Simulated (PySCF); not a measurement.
Run report: C$_{2}$H$_{7}$Ga, geometry relaxation

- system: C$_{2}$H$_{7}$Ga, SMILES [CH3][GaH][CH3]
- method: PBE0-D3(BJ)/def2-SVP geometry optimisation, gas phase (PySCF 2.14.0)

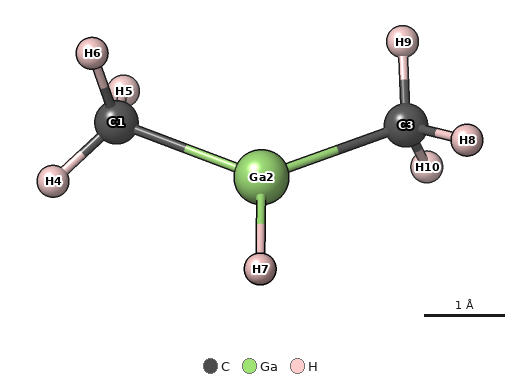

Fig. 1: The input geometry (ball-and-stick view, seen at a tilt; atoms are numbered from 1 in the order of the input). Sticks mark near contacts. Bond lengths as drawn: C–Ga 2.04 to 2.05 Å, C–H 1.06 to 1.11 Å and Ga–H 1.59 Å.

**Key numbers**

- outcome: converged
- total energy: −2004.612292 hartree
- dipole moment: 0.67 D
- point group: C1
- hardware: 1 CPU thread, shared host
- wall time: 16 s
- peak memory: 0.39 GiB

**The input**
```
{"job": {"xc": "PBE0", "basis": "def2-SVP", "d3": "d3bj", "grid": 1, "maxiter": 30, "shake": 0.01, "kind": "geom"}, "charge": 0, "multiplicity": 1}
C      1.753320     0.258730    -0.213630
Ga     0.032480    -0.705870     0.319850
C     -1.775170     0.177730     0.690290
H      2.669050    -0.218560     0.133840
H      1.723880     1.294020     0.178570
H      1.807220     0.374250    -1.308440
H      0.129430    -2.290670     0.459730
H     -2.576390    -0.503390     0.548120
H     -1.904920     1.048150     0.060930
H     -1.808480     0.544680     1.738460
```

The first line tells a small driver script what to run in PySCF; the rest is the geometry in Å.

Command:
```bash
OMP_NUM_THREADS=1 python <driver script> task.json out
```

**What the program printed**
```
step   0  E = -2004.60699192  max force = 0.039832
step   1  E = -2004.61167984  max force = 0.008071
step   2  E = -2004.61222378  max force = 0.002389
step   3  E = -2004.61227508  max force = 0.001026
step   4  E = -2004.61229044  max force = 0.000213
step   5  E = -2004.61229224  max force = 0.000170
optimisation converged
```

**Trajectory as extended XYZ (Å, eV, eV/Å), 6 frames, from step=0 to step=5**
```
10
Properties=species:S:1:pos:R:3:forces:R:3 step=0 energy=-54548.13468
C     1.7533    0.2587   -0.2136   -1.1816   0.4775   0.2022
Ga    0.0325   -0.7059    0.3199    0.0760   0.3018  -0.0134
C    -1.7752    0.1777    0.6903    2.0483   0.3663   0.6062
H     2.6690   -0.2186    0.1338    0.1815  -0.3068   0.1170
H     1.7239    1.2940    0.1786    0.0616  -0.1638   0.0146
H     1.8072    0.3743   -1.3084   -0.0210  -0.1840  -0.0615
H     0.1294   -2.2907    0.4597   -0.0552   0.1307  -0.0014
H    -2.5764   -0.5034    0.5481   -1.0476  -0.9522  -0.2152
H    -1.9049    1.0481    0.0609   -0.1358   0.5081  -0.4366
H    -1.8085    0.5447    1.7385    0.0738  -0.1774  -0.2119
10
Properties=species:S:1:pos:R:3:forces:R:3 step=1 energy=-54548.26224
C     1.6613    0.2753   -0.1896   -0.3351   0.0508   0.1404
Ga    0.0435   -0.7771    0.3276    0.0392   0.3623  -0.0298
C    -1.6762    0.1832    0.6687    0.4150  -0.2088  -0.0196
H     2.6053   -0.1771    0.1482   -0.0184  -0.0481  -0.0563
H     1.5932    1.2984    0.2163    0.0142  -0.0463   0.0471
H     1.7014    0.3927   -1.2861    0.0253  -0.1291  -0.0164
H     0.1310   -2.3507    0.4678   -0.0237   0.0482   0.0004
H    -2.5360   -0.4845    0.5266   -0.0998   0.0227   0.0139
H    -1.7776    1.0642    0.0200   -0.0222   0.0234  -0.0883
H    -1.6954    0.5547    1.7081    0.0054  -0.0750   0.0087
10
Properties=species:S:1:pos:R:3:forces:R:3 step=2 energy=-54548.27704
C     1.6458    0.2787   -0.1826   -0.0471   0.1228   0.0495
Ga    0.0446   -0.7489    0.3269    0.0305  -0.0288  -0.0026
C    -1.6606    0.1774    0.6633    0.0384  -0.0208  -0.0418
H     2.5818   -0.1927    0.1499    0.0079  -0.0187  -0.0241
H     1.5941    1.3019    0.2232    0.0392  -0.0158  -0.0112
H     1.6873    0.3741   -1.2814    0.0173  -0.0411  -0.0066
H     0.1299   -2.3189    0.4664   -0.0042  -0.0268   0.0047
H    -2.5230   -0.4899    0.5225   -0.0388   0.0325   0.0144
H    -1.7701    1.0593    0.0136   -0.0305   0.0061   0.0044
H    -1.6794    0.5381    1.7059   -0.0128  -0.0095   0.0133
10
Properties=species:S:1:pos:R:3:forces:R:3 step=3 energy=-54548.27844
C     1.6476    0.2827   -0.1806   -0.0213   0.0528   0.0271
Ga    0.0458   -0.7465    0.3271    0.0074  -0.0272   0.0004
C    -1.6631    0.1758    0.6617    0.0069  -0.0090  -0.0313
H     2.5815   -0.1955    0.1487    0.0056  -0.0118  -0.0033
H     1.6066    1.3075    0.2204    0.0208  -0.0042  -0.0111
H     1.6907    0.3673   -1.2803    0.0021  -0.0155  -0.0068
H     0.1314   -2.3183    0.4666    0.0013   0.0002   0.0002
H    -2.5298   -0.4867    0.5219   -0.0113   0.0113   0.0049
H    -1.7770    1.0605    0.0160   -0.0100   0.0037   0.0110
H    -1.6832    0.5322    1.7061   -0.0016  -0.0002   0.0090
10
Properties=species:S:1:pos:R:3:forces:R:3 step=4 energy=-54548.27885
C     1.6492    0.2856   -0.1782    0.0038  -0.0062   0.0034
Ga    0.0460   -0.7440    0.3273   -0.0070  -0.0023   0.0017
C    -1.6659    0.1748    0.6597   -0.0110   0.0019  -0.0073
H     2.5804   -0.1990    0.1508   -0.0022   0.0001   0.0055
H     1.6186    1.3131    0.2154    0.0025   0.0033  -0.0059
H     1.6935    0.3589   -1.2790   -0.0038   0.0008  -0.0011
H     0.1333   -2.3157    0.4663    0.0046   0.0015  -0.0015
H    -2.5354   -0.4841    0.5188    0.0053  -0.0023  -0.0020
H    -1.7826    1.0637    0.0203    0.0039   0.0032   0.0064
H    -1.6868    0.5258    1.7064    0.0039  -0.0001   0.0007
10
Properties=species:S:1:pos:R:3:forces:R:3 step=5 energy=-54548.27890
C     1.6498    0.2855   -0.1774    0.0043  -0.0088  -0.0014
Ga    0.0455   -0.7427    0.3273   -0.0068   0.0010   0.0016
C    -1.6671    0.1752    0.6590   -0.0071   0.0044  -0.0007
H     2.5798   -0.2001    0.1538   -0.0017   0.0014   0.0045
H     1.6214    1.3144    0.2124   -0.0011   0.0028  -0.0029
H     1.6951    0.3549   -1.2786   -0.0014   0.0006  -0.0001
H     0.1339   -2.3143    0.4659    0.0031   0.0008  -0.0012
H    -2.5364   -0.4834    0.5159    0.0047  -0.0019  -0.0028
H    -1.7833    1.0664    0.0227    0.0039   0.0016   0.0031
H    -1.6883    0.5232    1.7067    0.0021  -0.0020  -0.0001
```

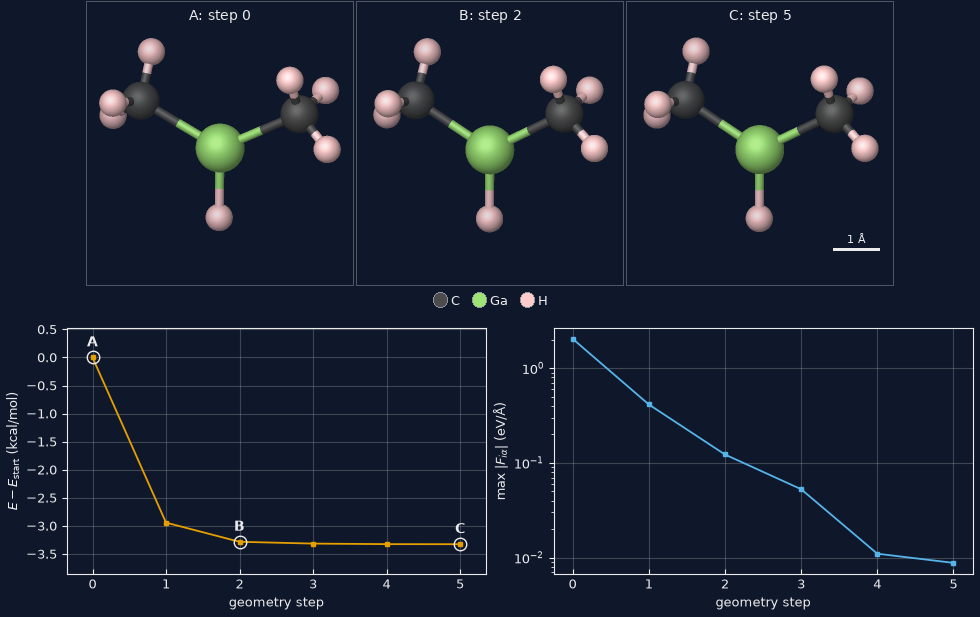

Fig. 2: Frames of the relaxation (ball-and-stick view, seen at a tilt) above the curves, on which the letters mark them (steps are counted from 0).

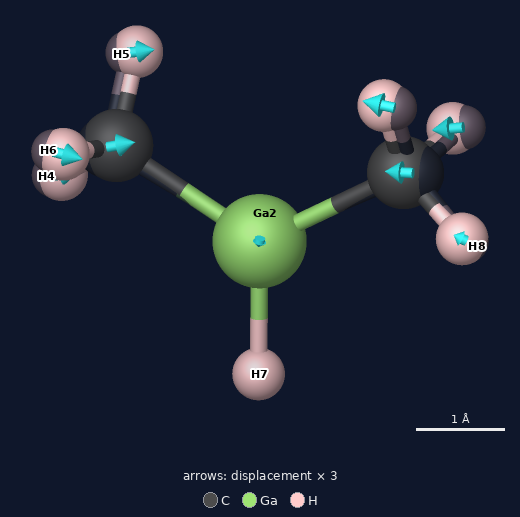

Fig. 3: Start (faint) and end (solid) with the displacements as teal arrows, magnified 3 times (ball-and-stick view, seen at a tilt). The two geometries are laid on each other by the best rigid fit. The largest moves after the best rigid fit, 0.13 Å, are those of H9 and H10. Largest moves by element: H 0.13 Å, C 0.11 Å, Ga 0.04 Å. Distances before and after: Ga2–C3 2.046 → 1.971 Å, C1–Ga2 2.044 → 1.971 Å, C3–H8 1.061 → 1.100 Å, C3–H9 1.082 → 1.101 Å. Among the angles that change: C1–Ga2–C3 126.0° → 120.5°, C1–Ga2–H7 116.2° → 119.7°, Ga2–C1–H5 109.1° → 112.1°. After 5 geometry steps the energy has fallen by 3.33 kcal/mol. The largest force component goes from 2 to 0.0088 eV/Å. (Atoms are counted from 1 in the order of the input.)
